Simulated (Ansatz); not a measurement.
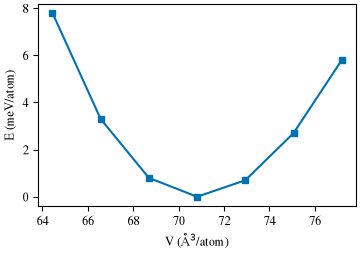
Figure: K (bcc (W type), space group No. 229) under volume change, PBEsol in the plane-wave PAW code Ansatz, scaled uniformly.

Problem. What does a third-order Birch–Murnaghan fit give for V₀, B₀ and B′?

Solution. V₀ = 70.82 Å³/atom, B₀ = 3.7 GPa, B′ = 3.7.

Space group Im-3m (bcc (W type)). The cell was relaxed with PBEsol under the symmetry of its start.

Potentials: the later of the program's two PAW sets.
